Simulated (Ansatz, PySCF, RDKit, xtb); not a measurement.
**Isomers of C3H4BN, a sample narrowed down**

Which of a sample of isomers of C3H4BN is the most stable in the gas at 298.15 K, and what are its properties? The sample is small against all isomers, and the most stable one of this formula need not be in it.

Plan: many cheap relaxations first (GFN2-xTB), then density-functional screening, relaxation at B3LYP/def2-SVP, vibrations and a final energy. The numbers are computed, not measured.

### Step 1. Candidates

Isomers were taken from a list of plausible structures; this is a sample, not all of them. That gives 3 candidates.

```
label     SMILES     spin
 c408  B/C=C\C#N  singlet
 c857  BC(=C)C#N  singlet
 c899  B/C=C/C#N  singlet
```

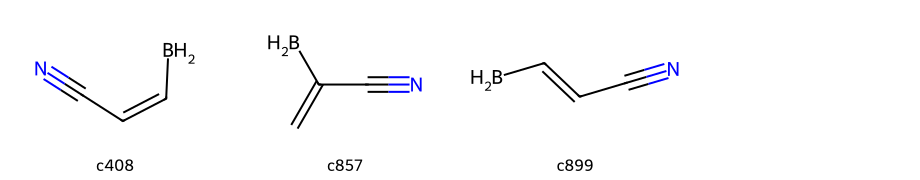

Structural formulas of the candidates.

Candidates are built by distance geometry, with a force field where one applies, in up to four conformers (letters a to d).

### Step 2. First filter: tight binding

All 3 starts are relaxed the same way. One of them, c899a (taken from a list of positional isomers, embedded by distance geometry and UFF), in full:

Contents of start.xyz:

```xyz
9
c899a
C     -2.036942    -1.460414    -0.606355
C     -2.165192    -0.426182    -1.468099
C     -3.212985    -0.461463    -2.434814
B     -0.903831    -1.473209     0.454588
N     -4.047009    -0.477574    -3.256551
H     -0.124522    -0.505492     0.575141
H     -0.765890    -2.352187     1.242199
H     -2.676899    -2.302327    -0.614851
H     -1.563942     0.437055    -1.435761
```

On the command line:

```bash
$ xtb start.xyz --gfn 2 --opt
```

Output (excerpt; [...] marks lines left out):

```text
* xtb version 6.7.1
[...]
          :  # basis functions                  24          :
[...]
          :  # electrons                        24          :
[...]
          :  Hamiltonian                  GFN2-xTB          :
[...]
          :  net charge                          0          :
          :  unpaired electrons                  0          :
[...]
   *** convergence criteria satisfied after 12 iterations ***
[...]
   *** GEOMETRY OPTIMIZATION CONVERGED AFTER 9 ITERATIONS ***
[...]
   *** convergence criteria satisfied after 3 iterations ***
[...]
         ::                     SUMMARY                     ::
         :::::::::::::::::::::::::::::::::::::::::::::::::::::
         :: total energy             -12.527356990356 Eh    ::
         :: gradient norm              0.000566313303 Eh/a0 ::
         :: HOMO-LUMO gap              2.781702924392 eV    ::
         ::.................................................::
         :: SCC energy               -12.775756027234 Eh    ::
         :: -> isotropic ES            0.025311142573 Eh    ::
         :: -> anisotropic ES          0.003805542074 Eh    ::
         :: -> anisotropic XC          0.020675251674 Eh    ::
         :: -> dispersion             -0.004363503437 Eh    ::
         :: repulsion energy           0.248399036878 Eh    ::
         :: add. restraining           0.000000000000 Eh    ::
         :: total charge               0.000000000000 e     ::
         :::::::::::::::::::::::::::::::::::::::::::::::::::::
[...]
        12        2.0000           -0.4260779             -11.5942 (HOMO)
        13                         -0.3238522              -8.8125 (LUMO)
[...]
     #   Z          covCN         q      C6AA      α(0)
     1   6 C        2.821    -0.085    30.116     8.992
     2   6 C        2.889    -0.006    28.167     8.701
     3   6 C        1.903     0.118    28.193     8.575
     4   5 B        2.785     0.234    17.808     7.055
     5   7 N        0.911    -0.218    25.767     7.342
     6   1 H        0.939    -0.083     4.982     3.490
     7   1 H        0.940    -0.080     4.915     3.466
     8   1 H        0.925     0.049     2.336     2.390
     9   1 H        0.925     0.071     2.075     2.253
[...]
     #   Z sym  total        # sym  WBO       # sym  WBO       # sym  WBO
 ---------------------------------------------------------------------------
     1   6 C    3.950 --     2 C    1.778     4 B    1.062     8 H    0.969
                             5 N    0.125
     2   6 C    3.988 --     1 C    1.778     3 C    1.125     9 H    0.941
     3   6 C    3.948 --     5 N    2.785     2 C    1.125
     4   5 B    3.168 --     1 C    1.062     7 H    0.984     6 H    0.982
     5   7 N    3.009 --     3 C    2.785     1 C    0.125
     6   1 H    0.993 --     4 B    0.982
     7   1 H    0.993 --     4 B    0.984
     8   1 H    0.998 --     1 C    0.969
     9   1 H    0.995 --     2 C    0.941
 ---------------------------------------------------------------------------
[...]
molecular dipole:
                 x           y           z       tot (Debye)
 q only:        0.587      -0.022       0.587
   full:        0.806       0.008       0.779       2.850
molecular quadrupole (traceless):
[...]
          | TOTAL ENERGY              -12.527356990356 Eh   |
          | GRADIENT NORM               0.000566313303 Eh/α |
          | HOMO-LUMO GAP               2.781702924392 eV   |
           -------------------------------------------------
[...]
```

Wall time 0.054 s (2 threads of Intel Xeon 6975P-C (Granite Rapids), shared host).

### Step 3. What the search left

3 of the 3 relaxations converged. 3 distinct structures remain:

| label | start | SMILES after | spin | energy (kcal/mol) |
| --- | --- | --- | --- | --- |
| c899a | drawn | B/C=C/C#N | singlet | 0.0 |
| c857a | drawn | BC(=C)C#N | singlet | 0.3 |
| c408a | drawn | B/C=C\C#N | singlet | 0.9 |

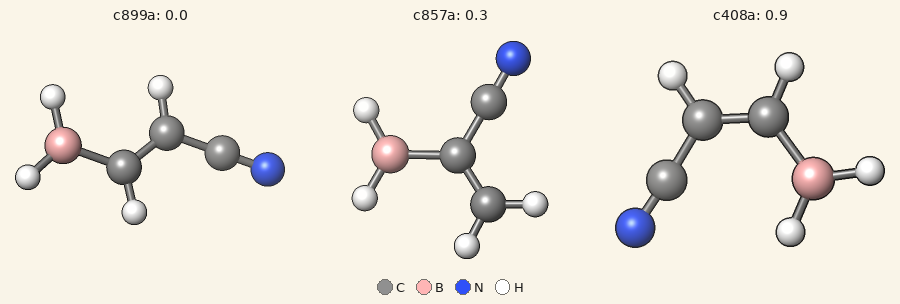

The 3 lowest minima that did not fall apart, with their GFN2-xTB energies in kcal/mol.

### Step 4. Second filter: single points

A choice of the minima (the low ones first, few conformers of a pattern, up to a cap) and the lowest that fell apart get a single point at r2SCAN-D4/def2-SVP on the tight-binding geometry, and one at HF/STO-3G for comparison. The lowest singlets are also tried as triplets at the same geometry (label ending in t). The first, c899a:

Contents of input.yaml:

```yaml
crystal:
  periodic: [false, false, false]
  atoms:
    - {symbol: C, position_ang: [-2.005119, -1.452484, -0.578386]}
    - {symbol: C, position_ang: [-2.189846, -0.450059, -1.457280]}
    - {symbol: C, position_ang: [-3.205472, -0.461419, -2.431876]}
    - {symbol: B, position_ang: [-0.886917, -1.443658, 0.488121]}
    - {symbol: "N", position_ang: [-4.031431, -0.475455, -3.228489]}
    - {symbol: H, position_ang: [-0.163416, -0.527834, 0.556660]}
    - {symbol: H, position_ang: [-0.769239, -2.347810, 1.217488]}
    - {symbol: H, position_ang: [-2.689813, -2.291418, -0.651893]}
    - {symbol: H, position_ang: [-1.555960, 0.428344, -1.458847]}
basis:
  gaussian:
    orbitals: def2-SVP
hamiltonian:
  xc: r2scan
  dispersion: d4
scf:
  lower_state_search: off
output: {orbitals: {seedname: orbitals}}
```

On the command line:

```bash
$ ansatz run input.yaml --threads 2 --pin off --max-ram 5220MiB --events-out events.jsonl --progress --plain --runs-dir runs
```

Output (excerpt; [...] marks lines left out):

```text
Warning: RAYON_NUM_THREADS=2 ignored (pool sized by the plan → 2); use --threads N
Functional definition: r2SCAN
  name "r2SCAN"
[...]
1032 factors; their error is unknown
[...]
mean field -5333.03861678 eV, -195.9855543033 hartree, gradient 2.5e-6 eV, S^2 0.000000; 0 other end points of the search recorded, 0 dependent functions left out
reference -5333.03862539 eV, -195.9855546197 hartree; 17, 17 occupied and 73, 73 virtual orbitals, 1032 factors
Total energy: -5333.07749022 eV, -195.9869828758 hartree
Checks for a lower state left out: stability, starts, cluster_reference, orbital_swaps, neighbouring_geometries, increment
```

Run time: 0.66 s. Hardware: 2 threads of Intel Xeon 6975P-C (Granite Rapids), shared host.

Relative energies in kcal/mol, each column from its lowest structure that stays in one piece:

| label | SMILES | spin | GFN2-xTB | HF/STO-3G | r2SCAN-D4/def2-SVP |
| --- | --- | --- | --- | --- | --- |
| c899a | B/C=C/C#N | singlet | 0.0 | 1.1 | 0.0 |
| c857a | BC(=C)C#N | singlet | 0.3 | 0.0 | 0.3 |
| c408a | B/C=C\C#N | singlet | 0.9 | 2.0 | 1.1 |
| c899at | B/C=C/C#N | triplet | – | – | 66.7 |
| c857at | BC(=C)C#N | triplet | – | – | 69.5 |

### Step 5. Third filter: density-functional geometries

3 candidates are relaxed at B3LYP/def2-SVP (chosen among the lowest in one piece). The first, c899a:

input.yaml, as its differences from that of step 4:

```diff
@@ -16,6 +16,6 @@
 hamiltonian:
-  xc: r2scan
-  dispersion: d4
+  xc: {name: B3LYP}
+relax:
+  f_tol: 0.003
 scf:
-  lower_state_search: off
-output: {orbitals: {seedname: orbitals}}
+  lower_state_search: "off"
```

On the command line:

```bash
$ ansatz run input.yaml --threads 2 --pin off --max-ram 5220MiB --events-out events.jsonl --progress --plain --runs-dir runs
```

Output (excerpt; [...] marks lines left out):

```text
Warning: RAYON_NUM_THREADS=2 ignored (pool sized by the plan → 2); use --threads N
[...]
Functional definition: B3LYP
  name "B3LYP"
[...]
1040 factors; integrals over basis functions are off by at most 3.0e-4 eV
[...]
mean field -5336.71561330 eV, -196.1206814330 hartree, gradient 5.1e-6 eV, S^2 0.000000; 0 other end points of the search recorded, 0 dependent functions left out
[...]
reference -5336.71584787 eV, -196.1206900533 hartree; 17, 17 occupied and 73, 73 virtual orbitals, 1040 factors
relax step   1: F+E_penalty+E_count = -5336.71561330 eV  Δ(F+E_penalty+E_count) = +0.000e0 eV  max|allowed force component| = 1.333e0 eV/Å  Δτ_max = 0.0000 Å  (15 SCF iters, accepted)
[...]
relax step   7: F+E_penalty+E_count = -5336.79193415 eV  Δ(F+E_penalty+E_count) = -1.356e-4 eV  max|allowed force component| = 6.846e-3 eV/Å  Δτ_max = 0.0107 Å  (22 SCF iters, accepted)
[...]
Atom 0 at    -2.021252    -1.493199    -0.571157 Å, force    -0.000078    -0.000171    -0.000000 eV/Å
Atom 1 at    -2.197637    -0.474866    -1.449701 Å, force    -0.000792    -0.000884    -0.000084 eV/Å
Atom 2 at    -3.217210    -0.445731    -2.454555 Å, force    -0.000245     0.000975    -0.001004 eV/Å
Atom 3 at    -0.888722    -1.440747     0.485431 Å, force     0.000647     0.000012     0.000538 eV/Å
Atom 4 at    -4.038833    -0.406784    -3.275137 Å, force     0.000486    -0.000200     0.000709 eV/Å
Atom 5 at    -0.163828    -0.476090     0.515265 Å, force    -0.000062    -0.000230     0.000018 eV/Å
Atom 6 at    -0.723581    -2.340271     1.269197 Å, force     0.000050     0.000313     0.000027 eV/Å
Atom 7 at    -2.707700    -2.344980    -0.641566 Å, force     0.000040     0.000173    -0.000193 eV/Å
Atom 8 at    -1.538450     0.400875    -1.422280 Å, force    -0.000046     0.000010    -0.000011 eV/Å
Dipole moment:     0.344498    -0.015814     0.343738 e Å
Checks for a lower state left out: stability, starts, cluster_reference, orbital_swaps, neighbouring_geometries, increment
```

It took 6.9 s on 2 threads of Intel Xeon 6975P-C (Granite Rapids), shared host.

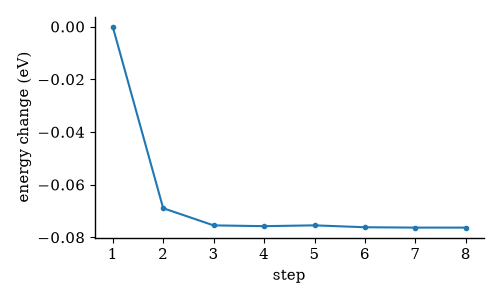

Energy along the run, all evaluated steps.

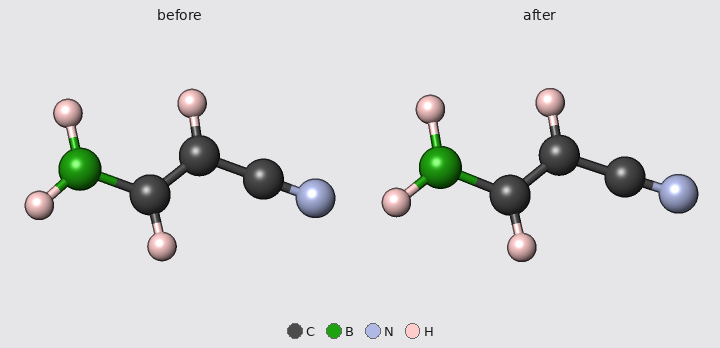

Before and after, at one scale.

After the run. Bond lengths: C1–C2 1.356 Å, C2–C3 1.432 Å, C1–B4 1.550 Å, C3–N5 1.162 Å, B4–H6 1.207 Å, B4–H7 1.204 Å, C1–H8 1.096 Å, C2–H9 1.096 Å. Angles: C1–C2–C3 124.2°, C2–C1–B4 120.7°, C2–C3–N5 179.2°, C1–C2–H9 120.3°, C3–C2–H9 115.4°, C2–C1–H8 117.4°, B4–C1–H8 121.9°, C1–B4–H6 118.9°, C1–B4–H7 121.2°, H6–B4–H7 119.9°.

### Step 6. The relaxed candidates

```csv
label,spin,r2SCAN-D4/def2-SVP (kcal/mol),"B3LYP/def2-SVP, relaxed (kcal/mol)",time
c899a,singlet,0.0,0.0,6.9 s
c857a,singlet,0.3,0.2,6.9 s
c408a,singlet,1.1,1.5,6.6 s
```

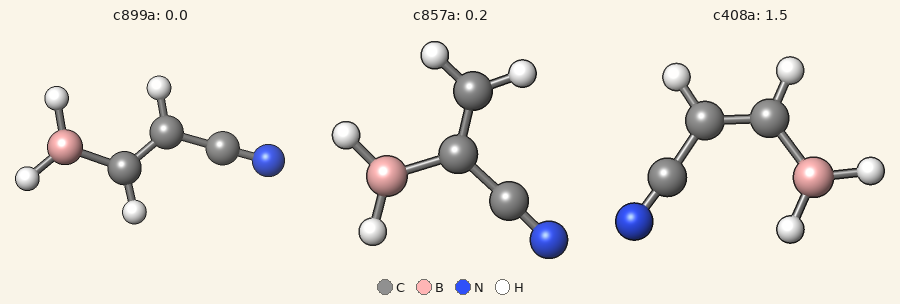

The relaxed structures, with energies at B3LYP/def2-SVP in kcal/mol.

### Step 7. Harmonic analysis of the finalists

The lowest few in one piece go on as finalists. Harmonic vibrations at B3LYP/def2-SVP test each finalist and give the zero-point energy and the thermal terms. The first, c899a:

Contents of input.yaml:

```yaml
crystal:
  periodic: [false, false, false]
  atoms:
    - {symbol: C, position_ang: [-2.021252, -1.493199, -0.571157]}
    - {symbol: C, position_ang: [-2.197637, -0.474866, -1.449701]}
    - {symbol: C, position_ang: [-3.217210, -0.445731, -2.454555]}
    - {symbol: B, position_ang: [-0.888722, -1.440747, 0.485431]}
    - {symbol: "N", position_ang: [-4.038833, -0.406784, -3.275137]}
    - {symbol: H, position_ang: [-0.163828, -0.476090, 0.515265]}
    - {symbol: H, position_ang: [-0.723581, -2.340271, 1.269197]}
    - {symbol: H, position_ang: [-2.707700, -2.344980, -0.641566]}
    - {symbol: H, position_ang: [-1.538450, 0.400875, -1.422280]}
basis:
  gaussian:
    orbitals: def2-SVP
scf:
  lower_state_search: "off"
phonons: {}
hamiltonian:
  xc: {name: B3LYP}
```

On the command line:

```bash
$ ansatz run input.yaml --threads 2 --pin off --max-ram 5220MiB --events-out events.jsonl --progress --plain --runs-dir runs
```

Output (excerpt; [...] marks lines left out):

```text
Warning: RAYON_NUM_THREADS=2 ignored (pool sized by the plan → 2); use --threads N
[... 2 set-up lines as earlier in the session ...]
[...]
1042 factors; integrals over basis functions are off by at most 3.1e-4 eV
[...]
mean field -5336.79193870 eV, -196.1234863396 hartree, gradient 5.1e-6 eV, S^2 0.000000; 0 other end points of the search recorded, 0 dependent functions left out
[...]
reference -5336.79217736 eV, -196.1234951104 hartree; 17, 17 occupied and 73, 73 virtual orbitals, 1042 factors
[...]
1042 factors; integrals over basis functions are off by at most 3.1e-4 eV
mean field -5336.79181768 eV, -196.1234818921 hartree, gradient 2.1e-6 eV, S^2 0.000000; 0 other end points of the search recorded, 0 dependent functions left out
[...]
reference -5336.79205631 eV, -196.1234906620 hartree; 17, 17 occupied and 73, 73 virtual orbitals, 1042 factors
[...]
1042 factors; integrals over basis functions are off by at most 3.1e-4 eV
[...]
Atom 2 at    -3.217210    -0.445731    -2.454555 Å, force    -0.000217     0.000974    -0.000975 eV/Å
Atom 3 at    -0.888722    -1.440747     0.485431 Å, force     0.000639     0.000015     0.000526 eV/Å
Atom 4 at    -4.038833    -0.406784    -3.275137 Å, force     0.000462    -0.000204     0.000688 eV/Å
Atom 5 at    -0.163828    -0.476090     0.515265 Å, force    -0.000055    -0.000229     0.000025 eV/Å
Atom 6 at    -0.723581    -2.340271     1.269197 Å, force     0.000051     0.000307     0.000033 eV/Å
Atom 7 at    -2.707700    -2.344980    -0.641566 Å, force     0.000028     0.000160    -0.000195 eV/Å
Atom 8 at    -1.538450     0.400875    -1.422280 Å, force    -0.000029     0.000024    -0.000007 eV/Å
Dipole moment:     0.344498    -0.015814     0.343739 e Å
Vibrations: 130.97 172.78 244.34 348.27 477.53 557.37 812.73 856.52 1011.00 1019.08 1032.34 1043.66 1225.69 1274.56 1305.88 1645.16 2348.69 2576.76 2671.11 3153.49 3163.28 cm⁻¹, zero-point energy 1.678202 eV
Checks for a lower state left out: stability, starts, cluster_reference, orbital_swaps, neighbouring_geometries, increment
```

Wall time 40 s (2 threads of Intel Xeon 6975P-C (Granite Rapids), shared host).

### Step 8. Zero-point energy and free-energy terms

At 298.15 K and 1 atm, ideal gas, rigid rotor and harmonic oscillator:

```
label     SMILES     spin  point group  lowest mode (cm⁻¹)  zero-point (kcal/mol)  G − E (kcal/mol)
c899a  B/C=C/C#N  singlet           Cs                 131                   38.7              21.0
c857a  BC(=C)C#N  singlet           Cs                 189                   38.8              21.1
c408a  B/C=C\C#N  singlet           Cs                 160                   38.8              20.9
```

### Step 9. Energies at the top level

Each finalist gets a single point at CCSD(T)/def2-SVP + MP2/def2-TZVPP - MP2/def2-SVP.

c899a, CCSD(T)/def2-SVP:

Contents of input.yaml:

```yaml
crystal:
  periodic: [false, false, false]
  atoms:
    - symbol: C
      position_ang: [-2.021252, -1.493199, -0.571157]
    - symbol: C
      position_ang: [-2.197637, -0.474866, -1.449701]
    - symbol: C
      position_ang: [-3.217210, -0.445731, -2.454555]
    - symbol: B
      position_ang: [-0.888722, -1.440747, 0.485431]
    - symbol: "N"
      position_ang: [-4.038833, -0.406784, -3.275137]
    - symbol: H
      position_ang: [-0.163828, -0.476090, 0.515265]
    - symbol: H
      position_ang: [-0.723581, -2.340271, 1.269197]
    - symbol: H
      position_ang: [-2.707700, -2.344980, -0.641566]
    - symbol: H
      position_ang: [-1.538450, 0.400875, -1.422280]
basis:
  gaussian: {orbitals: def2-SVP}
correlation: {method: ccsd_t, frozen_orbitals: {B: 1, H: 0, C: 1, "N": 1}}
```

On the command line:

```bash
$ ansatz run input.yaml --threads 2 --pin off --max-ram 5220MiB --events-out events.jsonl --progress --plain --runs-dir runs
```

Output (excerpt; [...] marks lines left out):

```text
Warning: RAYON_NUM_THREADS=2 ignored (pool sized by the plan → 2); use --threads N
Functional definition: HF
  name "HF"
[...]
931 factors; integrals over basis functions are off by at most 1.2e-3 eV
[...]
mean field -5302.68356759 eV, -194.8700268208 hartree, gradient 9.7e-6 eV, S^2 0.000000; 0 other end points of the search recorded, 0 dependent functions left out; unrestricted orbitals would lower it
5 core orbitals not correlated: weight in the atoms' cores, before any rotation towards them, 1.000 or more for the frozen orbitals, at most 0.000 for the correlated occupied ones
reference -5302.68356759 eV, -194.8700268208 hartree; 12, 12 occupied and 73, 73 virtual orbitals, 931 factors
second order -16.84883823 eV of doubles, -0.00000000 eV of singles
cycle   1  -17.10078710 eV  change   -2.5e-1 eV  update   1.1e-1
[...]
cycle  11  -17.83503434 eV  change    7.8e-6 eV  update   7.0e-6
perturbative correction -0.74153621 eV, -0.0272509531 hartree
Total energy: -5321.26013813 eV, -195.5527031967 hartree
```

Wall time 2.8 s (2 threads of Intel Xeon 6975P-C (Granite Rapids), shared host).

### Step 10. c899a at MP2/def2-TZVPP

Contents of input.yaml:

```yaml
crystal:
  periodic: [false, false, false]
  atoms:
    - {symbol: C, position_ang: [-2.021252, -1.493199, -0.571157]}
    - {symbol: C, position_ang: [-2.197637, -0.474866, -1.449701]}
    - {symbol: C, position_ang: [-3.217210, -0.445731, -2.454555]}
    - {symbol: B, position_ang: [-0.888722, -1.440747, 0.485431]}
    - {symbol: N, position_ang: [-4.038833, -0.406784, -3.275137]}
    - {symbol: H, position_ang: [-0.163828, -0.476090, 0.515265]}
    - {symbol: H, position_ang: [-0.723581, -2.340271, 1.269197]}
    - {symbol: H, position_ang: [-2.707700, -2.344980, -0.641566]}
    - {symbol: H, position_ang: [-1.538450, 0.400875, -1.422280]}
basis:
  gaussian:
    orbitals: def2-TZVPP
correlation:
  method: mp2
  frozen_orbitals: {B: 1, H: 0, C: 1, "N": 1}
```

On the command line:

```bash
$ ansatz run input.yaml --threads 2 --pin off --max-ram 5220MiB --events-out events.jsonl --progress --plain --runs-dir runs
```

Output:

```text
Warning: RAYON_NUM_THREADS=2 ignored (pool sized by the plan → 2); use --threads N
[... 2 set-up lines as earlier in the session ...]
  exchange = exact_x
  correlation = 0
1274 factors; integrals over basis functions are off by at most 7.4e-4 eV
mean field evaluation 1: about -5305.0947 eV, gradient 3.4e1 eV
mean field evaluation 2: about -5305.3693 eV, gradient 3.4e1 eV
mean field evaluation 4: about -5308.5766 eV, gradient 6.0e0 eV
mean field evaluation 8: about -5308.6945 eV, gradient 3.2e-1 eV
mean field -5308.69512615 eV, -195.0909475231 hartree, gradient 6.3e-6 eV, S^2 0.000000; 0 other end points of the search recorded, 0 dependent functions left out; unrestricted orbitals would lower it
mean field evaluation 16: about -5308.6828 eV, gradient 2.5e0 eV
5 core orbitals not correlated: weight in the atoms' cores, before any rotation towards them, 1.000 or more for the frozen orbitals, at most 0.000 for the correlated occupied ones
reference -5308.69512615 eV, -195.0909475231 hartree; 12, 12 occupied and 194, 194 virtual orbitals, 1274 factors
second order -20.36954952 eV of doubles, -0.00000000 eV of singles
Total energy: -5329.06467566 eV, -195.8395146609 hartree
```

Run time: 2.2 s. Hardware: 2 threads of Intel Xeon 6975P-C (Granite Rapids), shared host.

### Step 11. c857a at CCSD(T)/def2-SVP

Contents of input.yaml:

```yaml
crystal:
  periodic: [false, false, false]
  atoms:
    - {symbol: C, position_ang: [-2.064553, -0.915843, -0.902579]}
    - {symbol: C, position_ang: [-2.504959, -2.196599, -0.989988]}
    - {symbol: C, position_ang: [-2.886599, 0.152626, -1.413142]}
    - {symbol: B, position_ang: [-0.682716, -0.604490, -0.256499]}
    - {symbol: "N", position_ang: [-3.525074, 1.035329, -1.814953]}
    - {symbol: H, position_ang: [-0.272143, 0.521972, -0.169821]}
    - {symbol: H, position_ang: [-0.031180, -1.530027, 0.157143]}
    - {symbol: H, position_ang: [-1.888523, -3.013660, -0.605473]}
    - {symbol: H, position_ang: [-3.469208, -2.460718, -1.436649]}
basis:
  gaussian: {orbitals: def2-SVP}
correlation: {method: ccsd_t, frozen_orbitals: {B: 1, H: 0, C: 1, "N": 1}}
```

On the command line:

```bash
$ ansatz run input.yaml --threads 2 --pin off --max-ram 5220MiB --events-out events.jsonl --progress --plain --runs-dir runs
```

Output (excerpt; [...] marks lines left out):

```text
Warning: RAYON_NUM_THREADS=2 ignored (pool sized by the plan → 2); use --threads N
[... 2 set-up lines as earlier in the session ...]
[...]
933 factors; integrals over basis functions are off by at most 1.2e-3 eV
[...]
mean field -5302.76391880 eV, -194.8729796736 hartree, gradient 6.2e-6 eV, S^2 0.000000; 0 other end points of the search recorded, 0 dependent functions left out; unrestricted orbitals would lower it
5 core orbitals not correlated: weight in the atoms' cores, before any rotation towards them, 1.000 or more for the frozen orbitals, at most 0.000 for the correlated occupied ones
reference -5302.76391880 eV, -194.8729796736 hartree; 12, 12 occupied and 73, 73 virtual orbitals, 933 factors
second order -16.79262055 eV of doubles, -0.00000000 eV of singles
cycle   1  -17.05867250 eV  change   -2.7e-1 eV  update   1.1e-1
[...]
cycle  10  -17.79046332 eV  change    2.9e-5 eV  update   2.0e-5
perturbative correction -0.73940634 eV, -0.0271726819 hartree
Total energy: -5321.29378847 eV, -195.5539398237 hartree
```

It took 2.5 s on 2 threads of Intel Xeon 6975P-C (Granite Rapids), shared host.

For c899a, c857a, c408a the log finds that unrestricted Hartree-Fock orbitals lie lower, a sign to watch the closed-shell reference there.

[end of part 1 of 2]
